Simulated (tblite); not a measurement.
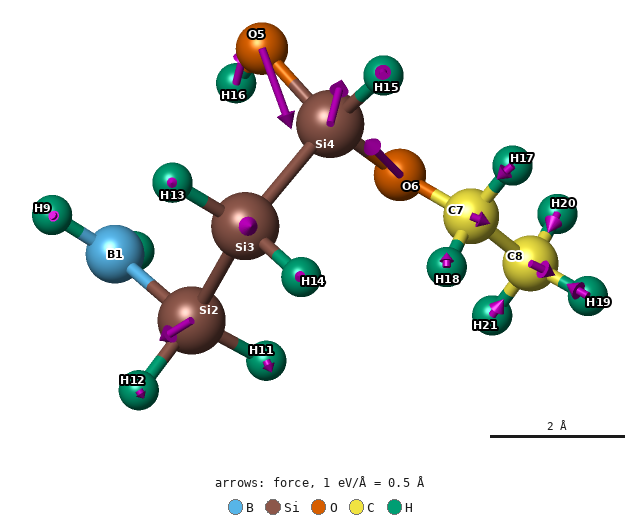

Starting geometry of C2H13BO2Si3 with the computed forces as purple arrows. The picture is a ball-and-stick view, seen at a tilt.

All numbers below come from GFN2-xTB geometry optimisation, gas phase (tblite 0.8.0). 

> What follows when this structure is relaxed?

It isn't relaxed: the largest force vector, on an O atom, is 2.59 eV/Å. The final displacements have little in common with the starting forces (cosine between the two patterns 0.24). The energy falls by 33.7 kcal/mol in 268 geometry steps. An O atom moves most after the best rigid fit: 1.54 Å. Largest moves by element: O 1.54 Å, H 1.46 Å, B 1.20 Å, C 0.88 Å, Si 0.68 Å. Among the contacts that change: B–O 3.888 → 1.653 Å, Si–Si 2.241 → 2.351 Å, O–Si 1.728 → 1.627 Å, Si–Si 2.238 → 2.306 Å. New bonds form: B–O (3.89 → 1.65 Å). Among the angles between lasting bonds that change: Si–Si–H 108.8° → 136.0°, Si–O–C 109.2° → 130.9°, O–Si–H 110.4° → 94.9°. Groups turn about C–O by about 110°, O–Si by about 110°, O–Si by about 105°.
